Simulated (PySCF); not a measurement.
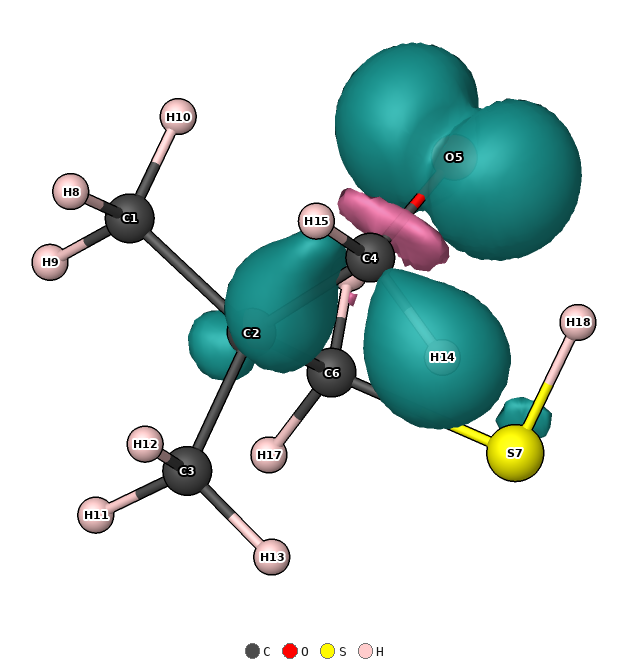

The picture shows: C5H11OS (SMILES CC(C)(C[O])CS) (doublet). Isosurfaces of the spin density at +0.03 (teal) and −0.03 e/Å³ (pink), seen at a tilt.

Geometry: GFN2-xTB.

Computed with UKS B3LYP, pcH-1 on C H O S, non-relativistic, mean-field spin-orbit, GIAO in PySCF 2.14.0, density-fitted response routines.

| atom | x (Å) | y (Å) | z (Å) |
| --- | --- | --- | --- |
| C | -0.3089 | 1.4274 | 0.8671 |
| C | -0.1894 | 0.1382 | 0.0594 |
| C | -1.5635 | -0.3722 | -0.3549 |
| C | 0.5367 | -0.9320 | 0.9637 |
| O | 1.8163 | -0.7270 | 1.1445 |
| C | 0.7008 | 0.3680 | -1.1629 |
| S | 1.3780 | -1.1914 | -1.8321 |
| H | -0.9601 | 1.2755 | 1.7250 |
| H | -0.7279 | 2.2217 | 0.2506 |
| H | 0.6698 | 1.7351 | 1.2290 |
| H | -2.1159 | 0.4094 | -0.8728 |
| H | -2.1364 | -0.6719 | 0.5200 |
| H | -1.4729 | -1.2290 | -1.0204 |
| H | 0.4187 | -1.8522 | 0.3149 |
| H | -0.0454 | -1.0981 | 1.8937 |
| H | 1.5579 | 0.9858 | -0.8941 |
| H | 0.1416 | 0.8341 | -1.9740 |
| H | 2.2918 | -1.3155 | -0.8683 |

Question: Which atoms carry the spin?

Answer: The unpaired spin (1 electron) lies mostly on O5 (about 0.7) and H14 (about 0.1), in electrons by Hirshfeld's partition.
